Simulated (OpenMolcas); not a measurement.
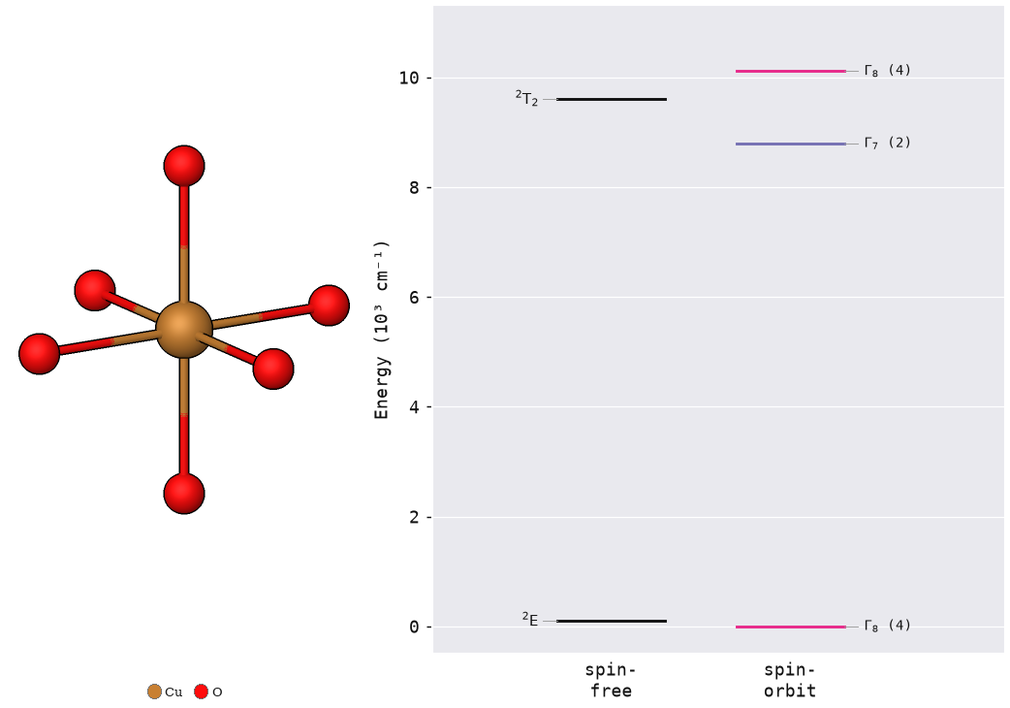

Cu²⁺ (3d⁹) as a dopant in MgO, a cluster with its 6 nearest O²⁻ at 2.155 Å (octahedron) embedded in model potentials and point charges; the geometry was set, not optimised, and its levels. Labels give the representation in O, Td, D4 or D3 as the site allows (double group for half-integer spin) where it could be assigned and, in brackets, the degeneracy; spin-free states, where drawn, share the zero of the spin-orbit levels. Level of the calculation: state-averaged SS-CASPT2, IPEA shift 0.25, imaginary shift 0.1 hartree, closed shells 3s 3p correlated, active space 9 electrons in the shell 3d, basis ANO-RCC-VDZP on all atoms, DKH2 scalar Hamiltonian, spin-orbit coupling by RASSI with atomic mean-field integrals (OpenMolcas).

Question: Describe the ground state and the low levels.

Answer: The ground level is Γ₈, 4-fold degenerate, 100 % from states of spin multiplicity 2. The next level lies at 8,800 cm⁻¹ (Γ₇). The lowest spin-free state is ²E, from the free-ion D term; of the same spin there follows at 9,510 cm⁻¹ (²T₂) above it. A ligand-field fit to the spin-free states gives |10Dq| = 9,510 cm⁻¹.

Limits of the model: orbital doublet at a regular site, Jahn-Teller distortion not allowed for; single d shell for a late 3d ion, CASPT2 field may be too large; the geometry is set by hand, with no relaxation and no charge compensation.
